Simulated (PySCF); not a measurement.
**Run report: AlB, geometry relaxation (part 2 of 2)**

AlB, multiplicity 3; ROKS-wb97x/lanl2dz, optimize (PySCF 2.14.0). 

Geometry of the input (Å):
```
Al 0.0000  0.0000  0.0000
B  0.0000  0.0000  1.8690
```

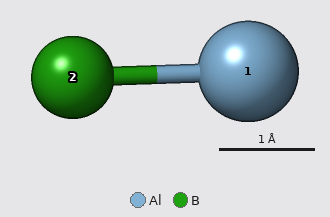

**Figure 1.** The input geometry (ball-and-stick view, seen at a tilt; atoms are numbered from 1 in the order of the input). Sticks mark near contacts.

**Log, continued**
```
******** <class 'pyscf.scf.hf.SymAdaptedROKS_Scanner'> ********
method = SymAdaptedROKS_Scanner
initial guess = minao
damping factor = 0
level_shift factor = 0
DIIS = <class 'pyscf.scf.diis.CDIIS'>
diis_start_cycle = 1
diis_space = 8
diis_damp = 0
SCF conv_tol = 1e-09
SCF conv_tol_grad = None
SCF max_cycles = 50
direct_scf = True
direct_scf_tol = 1e-13
num. doubly occ = 3  num. singly occ = 2
XC library pyscf.dft.libxc version 7.0.0
    S. Lehtola, C. Steigemann, M. J.T. Oliveira, and M. A.L. Marques.,  SoftwareX 7, 1–5 (2018)
XC functionals = wb97x
    J.-D. Chai and M. Head-Gordon.,  J. Chem. Phys. 128, 084106 (2008)
radial grids:
    Treutler-Ahlrichs [JCP 102, 346 (1995); DOI:10.1063/1.469408] (M4) radial grids

becke partition: Becke, JCP 88, 2547 (1988); DOI:10.1063/1.454033
pruning grids: <function nwchem_prune>
grids dens level: 3
symmetrized grids: True
atomic radii adjust function: <function treutler_atomic_radii_adjust>
small_rho_cutoff = 0
Freeze 0 electrons in irreps []
    8 free electrons in irreps A1 E1x E1y
Set gradient conv threshold to 3.16228e-05
tot grids = 33232
init E= -26.6100805100399
HOMO (E1y) = -0.149032228051285  LUMO (A1) = -0.0486230335121149
cycle= 1 E= -26.6183433428047  delta_E= -0.00826  |g|= 0.00367  |ddm|= 0.0253
HOMO (E1y) = -0.145467576017104  LUMO (A1) = -0.0459745792163568
cycle= 2 E= -26.6183543953929  delta_E= -1.11e-05  |g|= 0.00093  |ddm|= 0.00475
HOMO (E1y) = -0.146120007532554  LUMO (A1) = -0.0462927732290908
cycle= 3 E= -26.6183551477255  delta_E= -7.52e-07  |g|= 0.000629  |ddm|= 0.00246
HOMO (E1y) = -0.14589549539083  LUMO (A1) = -0.0460937201914611
cycle= 4 E= -26.6183554334043  delta_E= -2.86e-07  |g|= 0.000256  |ddm|= 0.00118
HOMO (E1y) = -0.145919988368457  LUMO (A1) = -0.0460807295869987
cycle= 5 E= -26.618355526565  delta_E= -9.32e-08  |g|= 8.33e-05  |ddm|= 0.000783
HOMO (E1y) = -0.14591100261371  LUMO (A1) = -0.0460682139114765
cycle= 6 E= -26.6183555386013  delta_E= -1.2e-08  |g|= 3.66e-05  |ddm|= 0.000273
HOMO (E1y) = -0.145901825417979  LUMO (A1) = -0.0460589221737253
cycle= 7 E= -26.6183555417919  delta_E= -3.19e-09  |g|= 1.34e-05  |ddm|= 0.000155
HOMO (E1y) = -0.145898298970037  LUMO (A1) = -0.0460560149770672
cycle= 8 E= -26.6183555420526  delta_E= -2.61e-10  |g|= 4.86e-07  |ddm|= 5.14e-05
HOMO (E1y) = -0.145898247844759  LUMO (A1) = -0.0460560242396433
Extra cycle  E= -26.6183555420528  delta_E= -2.2e-13  |g|= 1.71e-07  |ddm|= 1.49e-06
converged SCF energy = -26.6183555420528

******** <class 'pyscf.grad.rhf.Gradients_Scanner'> for <class 'pyscf.scf.hf.SymAdaptedROKS_Scanner'> ********
unit = Eh/Bohr
grid_response = True
--------------- SymAdaptedROKS_Scanner gradients ---------------
         x                y                z
0 Al     0.0000000000     0.0000000000     0.0050816224
1 B     0.0000000000     0.0000000000    -0.0050816224
----------------------------------------------
cycle 3: E = -26.6183555421  dE = -0.000796909  norm(grad) = 0.0071865
Step    2 : Displace = 2.216e-02/2.216e-02 (rms/max) Trust = 1.414e-01 (+) Grad = 5.082e-03/5.082e-03 (rms/max) E (change) = -26.6183555421 (-7.969e-04) Quality = 1.338
Hessian Eigenvalues: 5.00000e-02 5.00000e-02 5.00000e-02 ... 5.00000e-02 5.00000e-02 1.09216e-01

Geometry optimization cycle 4
Cartesian coordinates (Angstrom)
 Atom        New coordinates             dX        dY        dZ
  Al   0.000000   0.000000  -0.120683    0.000000  0.000000 -0.012311
   B   0.000000   0.000000   1.989683    0.000000  0.000000  0.012311
New geometry
   1 Al     0.000000000000   0.000000000000  -0.120683411307 AA    0.000000000000   0.000000000000  -0.228058595148 Bohr
   2 B      0.000000000000   0.000000000000   1.989683411307 AA    0.000000000000   0.000000000000   3.759956721961 Bohr

******** <class 'pyscf.scf.hf.SymAdaptedROKS_Scanner'> ********
method = SymAdaptedROKS_Scanner
initial guess = minao
damping factor = 0
level_shift factor = 0
DIIS = <class 'pyscf.scf.diis.CDIIS'>
diis_start_cycle = 1
diis_space = 8
diis_damp = 0
SCF conv_tol = 1e-09
SCF conv_tol_grad = None
SCF max_cycles = 50
direct_scf = True
direct_scf_tol = 1e-13
num. doubly occ = 3  num. singly occ = 2
XC library pyscf.dft.libxc version 7.0.0
    S. Lehtola, C. Steigemann, M. J.T. Oliveira, and M. A.L. Marques.,  SoftwareX 7, 1–5 (2018)
XC functionals = wb97x
    J.-D. Chai and M. Head-Gordon.,  J. Chem. Phys. 128, 084106 (2008)
radial grids:
    Treutler-Ahlrichs [JCP 102, 346 (1995); DOI:10.1063/1.469408] (M4) radial grids

becke partition: Becke, JCP 88, 2547 (1988); DOI:10.1063/1.454033
pruning grids: <function nwchem_prune>
grids dens level: 3
symmetrized grids: True
atomic radii adjust function: <function treutler_atomic_radii_adjust>
small_rho_cutoff = 0
Freeze 0 electrons in irreps []
    8 free electrons in irreps A1 E1x E1y
Set gradient conv threshold to 3.16228e-05
tot grids = 33232
init E= -26.6140393505278
HOMO (E1y) = -0.146276783289154  LUMO (A1) = -0.0475382618859204
cycle= 1 E= -26.6184832525217  delta_E= -0.00444  |g|= 0.002  |ddm|= 0.0138
HOMO (E1y) = -0.144280440211718  LUMO (A1) = -0.0460510658333719
cycle= 2 E= -26.618486520352  delta_E= -3.27e-06  |g|= 0.000592  |ddm|= 0.00267
HOMO (E1y) = -0.144706481471126  LUMO (A1) = -0.0462788304614636
cycle= 3 E= -26.6184866995099  delta_E= -1.79e-07  |g|= 0.000515  |ddm|= 0.00162
HOMO (E1y) = -0.14456656904409  LUMO (A1) = -0.0461577650042755
cycle= 4 E= -26.6184869117165  delta_E= -2.12e-07  |g|= 0.00011  |ddm|= 0.0008
HOMO (E1y) = -0.144562224378011  LUMO (A1) = -0.0461350438925852
cycle= 5 E= -26.6184869330227  delta_E= -2.13e-08  |g|= 4.08e-05  |ddm|= 0.000423
HOMO (E1y) = -0.144558420714771  LUMO (A1) = -0.046129281803085
cycle= 6 E= -26.6184869359879  delta_E= -2.97e-09  |g|= 1.89e-05  |ddm|= 0.000137
HOMO (E1y) = -0.144553706952252  LUMO (A1) = -0.0461245397583805
cycle= 7 E= -26.618486936811  delta_E= -8.23e-10  |g|= 7.27e-06  |ddm|= 7.71e-05
HOMO (E1y) = -0.144550920524783  LUMO (A1) = -0.0461225254666093
Extra cycle  E= -26.6184869368369  delta_E= -2.58e-11  |g|= 4.95e-06  |ddm|= 1.68e-05
converged SCF energy = -26.6184869368369

******** <class 'pyscf.grad.rhf.Gradients_Scanner'> for <class 'pyscf.scf.hf.SymAdaptedROKS_Scanner'> ********
unit = Eh/Bohr
grid_response = True
--------------- SymAdaptedROKS_Scanner gradients ---------------
         x                y                z
0 Al     0.0000000000     0.0000000000     0.0006525160
1 B     0.0000000000     0.0000000000    -0.0006525160
----------------------------------------------
cycle 4: E = -26.6184869368  dE = -0.000131395  norm(grad) = 0.000922797
Step    3 : Displace = 1.231e-02/1.231e-02 (rms/max) Trust = 2.000e-01 (+) Grad = 6.525e-04/6.525e-04 (rms/max) E (change) = -26.6184869368 (-1.314e-04) Quality = 1.111
Hessian Eigenvalues: 5.00000e-02 5.00000e-02 5.00000e-02 ... 5.00000e-02 5.00000e-02 9.51921e-02

Geometry optimization cycle 5
Cartesian coordinates (Angstrom)
 Atom        New coordinates             dX        dY        dZ
  Al   0.000000   0.000000  -0.122497    0.000000  0.000000 -0.001814
   B   0.000000   0.000000   1.991497    0.000000  0.000000  0.001814
New geometry
   1 Al     0.000000000000   0.000000000000  -0.122497095205 AA    0.000000000000   0.000000000000  -0.231485960993 Bohr
   2 B      0.000000000000   0.000000000000   1.991497095205 AA    0.000000000000   0.000000000000   3.763384087805 Bohr

******** <class 'pyscf.scf.hf.SymAdaptedROKS_Scanner'> ********
method = SymAdaptedROKS_Scanner
initial guess = minao
damping factor = 0
level_shift factor = 0
DIIS = <class 'pyscf.scf.diis.CDIIS'>
diis_start_cycle = 1
diis_space = 8
diis_damp = 0
SCF conv_tol = 1e-09
SCF conv_tol_grad = None
SCF max_cycles = 50
direct_scf = True
direct_scf_tol = 1e-13
num. doubly occ = 3  num. singly occ = 2
XC library pyscf.dft.libxc version 7.0.0
    S. Lehtola, C. Steigemann, M. J.T. Oliveira, and M. A.L. Marques.,  SoftwareX 7, 1–5 (2018)
XC functionals = wb97x
    J.-D. Chai and M. Head-Gordon.,  J. Chem. Phys. 128, 084106 (2008)
radial grids:
    Treutler-Ahlrichs [JCP 102, 346 (1995); DOI:10.1063/1.469408] (M4) radial grids

becke partition: Becke, JCP 88, 2547 (1988); DOI:10.1063/1.454033
pruning grids: <function nwchem_prune>
grids dens level: 3
symmetrized grids: True
atomic radii adjust function: <function treutler_atomic_radii_adjust>
small_rho_cutoff = 0
Freeze 0 electrons in irreps []
    8 free electrons in irreps A1 E1x E1y
Set gradient conv threshold to 3.16228e-05
tot grids = 33232
init E= -26.6178421748682
HOMO (E1y) = -0.144610680411849  LUMO (A1) = -0.0463396086683496
cycle= 1 E= -26.6184891618682  delta_E= -0.000647  |g|= 0.000293  |ddm|= 0.00202
HOMO (E1y) = -0.144310932456456  LUMO (A1) = -0.0461171054031766
cycle= 2 E= -26.6184892311391  delta_E= -6.93e-08  |g|= 9.97e-05  |ddm|= 0.000407
HOMO (E1y) = -0.144380056596312  LUMO (A1) = -0.0461558587361655
cycle= 3 E= -26.6184892349014  delta_E= -3.76e-09  |g|= 9.14e-05  |ddm|= 0.000273
HOMO (E1y) = -0.144358419555336  LUMO (A1) = -0.046136844221718
cycle= 4 E= -26.6184892417368  delta_E= -6.84e-09  |g|= 1.43e-05  |ddm|= 0.000134
HOMO (E1y) = -0.144356554576659  LUMO (A1) = -0.0461325219815487
cycle= 5 E= -26.6184892421541  delta_E= -4.17e-10  |g|= 6.08e-06  |ddm|= 6.17e-05
HOMO (E1y) = -0.144354785688712  LUMO (A1) = -0.0461310067470588
Extra cycle  E= -26.6184892421958  delta_E= -4.17e-11  |g|= 3.66e-06  |ddm|= 1.59e-05
converged SCF energy = -26.6184892421958

******** <class 'pyscf.grad.rhf.Gradients_Scanner'> for <class 'pyscf.scf.hf.SymAdaptedROKS_Scanner'> ********
unit = Eh/Bohr
grid_response = True
--------------- SymAdaptedROKS_Scanner gradients ---------------
         x                y                z
0 Al     0.0000000000     0.0000000000     0.0000356790
1 B     0.0000000000     0.0000000000    -0.0000356790
----------------------------------------------
cycle 5: E = -26.6184892422  dE = -2.30536e-06  norm(grad) = 5.04577e-05
Step    4 : Displace = 1.814e-03/1.814e-03 (rms/max) Trust = 2.828e-01 (+) Grad = 3.568e-05/3.568e-05 (rms/max) E (change) = -26.6184892422 (-2.305e-06) Quality = 1.031
Hessian Eigenvalues: 5.00000e-02 5.00000e-02 5.00000e-02 ... 5.00000e-02 5.00000e-02 8.99870e-02

Geometry optimization cycle 6
Cartesian coordinates (Angstrom)
 Atom        New coordinates             dX        dY        dZ
  Al   0.000000   0.000000  -0.122602    0.000000  0.000000 -0.000105
   B   0.000000   0.000000   1.991602    0.000000  0.000000  0.000105
New geometry
   1 Al     0.000000000000   0.000000000000  -0.122602001925 AA    0.000000000000   0.000000000000  -0.231684205962 Bohr
   2 B      0.000000000000   0.000000000000   1.991602001925 AA    0.000000000000   0.000000000000   3.763582332774 Bohr

******** <class 'pyscf.scf.hf.SymAdaptedROKS_Scanner'> ********
method = SymAdaptedROKS_Scanner
initial guess = minao
damping factor = 0
level_shift factor = 0
DIIS = <class 'pyscf.scf.diis.CDIIS'>
diis_start_cycle = 1
diis_space = 8
diis_damp = 0
SCF conv_tol = 1e-09
SCF conv_tol_grad = None
SCF max_cycles = 50
direct_scf = True
direct_scf_tol = 1e-13
num. doubly occ = 3  num. singly occ = 2
XC library pyscf.dft.libxc version 7.0.0
    S. Lehtola, C. Steigemann, M. J.T. Oliveira, and M. A.L. Marques.,  SoftwareX 7, 1–5 (2018)
XC functionals = wb97x
    J.-D. Chai and M. Head-Gordon.,  J. Chem. Phys. 128, 084106 (2008)
radial grids:
    Treutler-Ahlrichs [JCP 102, 346 (1995); DOI:10.1063/1.469408] (M4) radial grids

becke partition: Becke, JCP 88, 2547 (1988); DOI:10.1063/1.454033
pruning grids: <function nwchem_prune>
grids dens level: 3
symmetrized grids: True
atomic radii adjust function: <function treutler_atomic_radii_adjust>
small_rho_cutoff = 0
Freeze 0 electrons in irreps []
    8 free electrons in irreps A1 E1x E1y
Set gradient conv threshold to 3.16228e-05
tot grids = 33232
init E= -26.6184518791132
HOMO (E1y) = -0.144359986652902  LUMO (A1) = -0.0461445979084867
cycle= 1 E= -26.6184892463614  delta_E= -3.74e-05  |g|= 1.87e-05  |ddm|= 0.000115
HOMO (E1y) = -0.144339970487288  LUMO (A1) = -0.0461297184850942
cycle= 2 E= -26.6184892465925  delta_E= -2.31e-10  |g|= 1.03e-05  |ddm|= 3.15e-05
HOMO (E1y) = -0.144347128116453  LUMO (A1) = -0.0461341458915792
Extra cycle  E= -26.6184892465766  delta_E= 1.59e-11  |g|= 1.28e-05  |ddm|= 3.34e-05
converged SCF energy = -26.6184892465766

******** <class 'pyscf.grad.rhf.Gradients_Scanner'> for <class 'pyscf.scf.hf.SymAdaptedROKS_Scanner'> ********
unit = Eh/Bohr
grid_response = True
--------------- SymAdaptedROKS_Scanner gradients ---------------
         x                y                z
0 Al     0.0000000000     0.0000000000    -0.0000015186
1 B     0.0000000000     0.0000000000     0.0000015186
----------------------------------------------
cycle 6: E = -26.6184892466  dE = -4.38079e-09  norm(grad) = 2.14766e-06
Step    5 : Displace = 1.049e-04/1.049e-04 (rms/max) Trust = 3.000e-01 (+) Grad = 1.519e-06/1.519e-06 (rms/max) E (change) = -26.6184892466 (-4.381e-09) Quality = 0.619
Hessian Eigenvalues: 5.00000e-02 5.00000e-02 5.00000e-02 ... 5.00000e-02 5.00000e-02 8.99870e-02
Converged! =D

    #| If this code has benefited your research, please support us by citing: |#
    #| Wang, L.-P.; Song, C.C. (2016) "Geometry optimization made simple with |#
    #| translation and rotation coordinates", J. Chem, Phys. 144, 214108.     |#
    #|                                     |#
optimised geometry (angstrom)
Al          0.00000000        0.00000000       -0.12260200
B           0.00000000        0.00000000        1.99160200
orbital energies (hartree): [-6.9044 -0.5815 -0.3298 -0.1587 -0.1587 -0.0441  0.0537  0.0537]
```

**Key numbers**

| quantity | value |
| --- | --- |
| outcome | converged |
| SCF energy at the first geometry | −26.604890 hartree |
| hardware | 1 CPU thread, shared host |
| wall time | 3.9 s |
